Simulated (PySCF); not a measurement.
C$_{3}$H$_{11}$ClSi$_{3}$

```yaml
atoms:
  - { symbol: C, position_ang: [-2.9495, 1.3163, 0.8691] }
  - { symbol: C, position_ang: [-2.5803, 0.3010, 0.1086] }
  - { symbol: C, position_ang: [-1.2088, 0.1042, -0.4256] }
  - { symbol: Si, position_ang: [-0.2710, -1.2326, 0.5749] }
  - { symbol: Si, position_ang: [1.9300, -1.3242, -0.1719] }
  - { symbol: Si, position_ang: [3.1800, 0.6122, 0.1053] }
  - { symbol: Cl, position_ang: [2.0878, 2.1979, -0.5648] }
  - { symbol: H, position_ang: [-3.9503, 1.4105, 1.2544] }
  - { symbol: H, position_ang: [-2.2605, 2.1028, 1.1314] }
  - { symbol: H, position_ang: [-3.2907, -0.4781, -0.1376] }
  - { symbol: H, position_ang: [-1.2602, -0.2031, -1.4716] }
  - { symbol: H, position_ang: [-0.6550, 1.0428, -0.3845] }
  - { symbol: H, position_ang: [-0.3547, -0.8653, 1.9964] }
  - { symbol: H, position_ang: [-1.0158, -2.4948, 0.4434] }
  - { symbol: H, position_ang: [1.9925, -1.7241, -1.5895] }
  - { symbol: H, position_ang: [2.6590, -2.4021, 0.5149] }
  - { symbol: H, position_ang: [3.4892, 0.9336, 1.5006] }
  - { symbol: H, position_ang: [4.4494, 0.7092, -0.6184] }
```

Geometry: GFN2-xTB.

Method: PBE0/pcSseg-1, SCF density, gas phase, non-relativistic in PySCF 2.14.0.

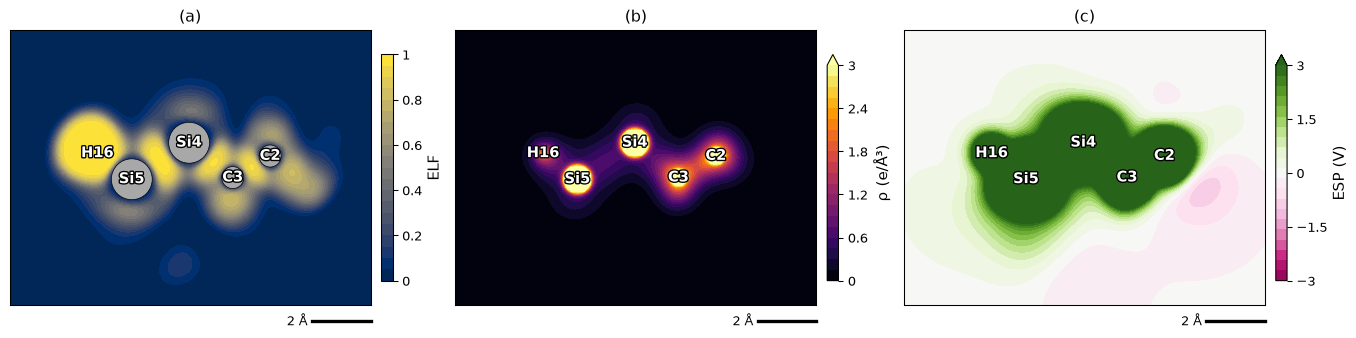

Figure 1. (a) electron localisation function; (b) total electron density; (c) electrostatic potential on the plane of atoms Si4, Si5 and H16. Grey discs cover the atomic cores in the ELF map.

Describe what can be read from this map.

The plane passes through C, Si and H nuclei.
C–Si (1.92 Å): ρ at the midpoint is about 0.88 e/Å³; the ELF peaks at about 0.95 between the atoms; a shared electron pair.
Si–Si (2.33 Å): ρ is about 0.65 e/Å³ halfway; the ELF peaks at about 1 between the atoms (localised, covalent bonding).
C–C (1.48 Å): ρ at the midpoint is about 1.7 e/Å³; the ELF peaks at about 0.95 between the atoms (a shared electron pair).
Si–H (1.47 Å): ρ is about 0.78 e/Å³ halfway; the ELF climbs to about 1 towards the hydrogen, as it does in any bond to H.
Outside the dense part of the molecule the potential is most negative (−0.9 V) near C1, which lies off the plane.

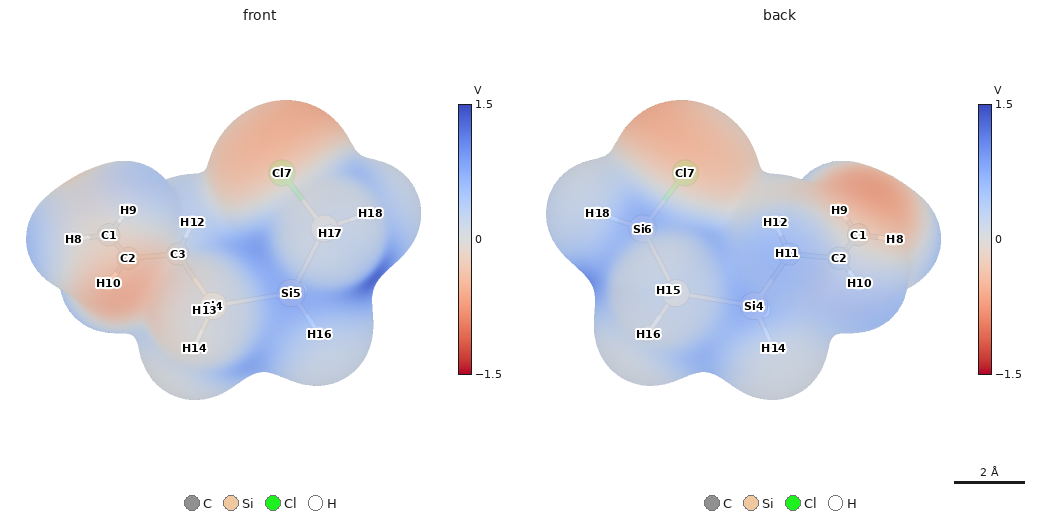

Figure 2. The electrostatic potential painted on the density surface at 0.001 e/bohr³, seen from the front and from behind; the colour scale runs from red (negative) to blue (positive).

Which sites attract a positive test charge, and which a negative one?

A positive charge is drawn to the negative regions and a negative charge to the positive ones. The most negative region (about −0.7 V) lies over the π face of C1 and C2, the most positive (about +1.1 V) over Si6.
